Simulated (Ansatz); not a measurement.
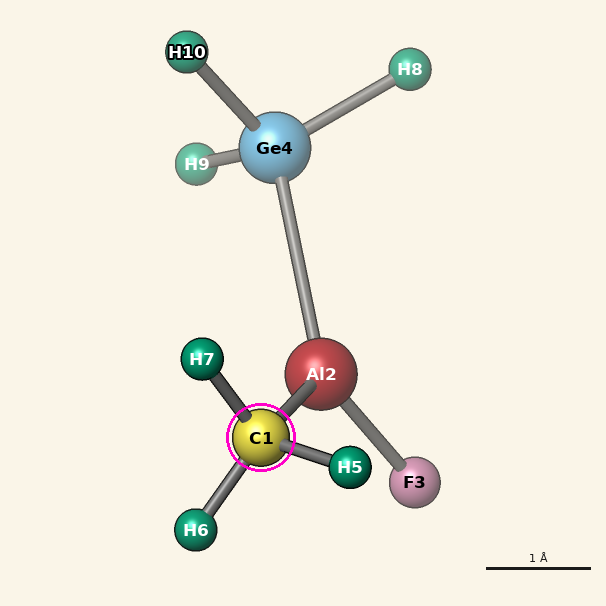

Orthographic view. Distant atoms are faded towards the background colour. Computed geometry: PBE0-D4/def2-TZVP optimisation.

### Which atoms are bonded to the circled atom?

The circled atom is C1; it is bonded to Al2, H5, H6, H7.

### Which atom is farthest from the viewer?

H9, 2.6 Å behind the mean position.

### What is the shortest path along bonds from the circled atom to H9?

C1–Al2–Ge4–H9, 3 bonds; through space the two are 4.95 Å apart.

### Of C1 and Al2, which is nearer the viewer?

C1; the bond to Al2 points away from the viewer, so it looks shorter than its 1.94 Å.
